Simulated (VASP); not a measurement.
Band structure of SnSb (space group P4/mmm). These are PBEsol GGA, VASP's PBE PAW potentials (set 64) (plane waves; VASP) values and carry that method's errors.

Unless said otherwise, spin-orbit coupling is left out, though it shifts the bands of the heavy elements here.

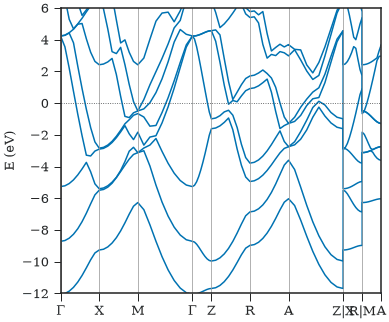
*Bands along high-symmetry lines, zero at the valence-band maximum or, without a gap, the Fermi level*

**Question.** Read the plot: is there a gap, and where are the band edges?

**Answer.** It has no gap at this level: it comes out as a metal or semimetal. (Edges off the drawn lines would not show.)

The structure comes from a computed database's SnSb entry (P4/mmm); how it stands against other phases isn't given here. It was relaxed first. The electron count is odd and the run is not spin-polarised, which forces a metal.
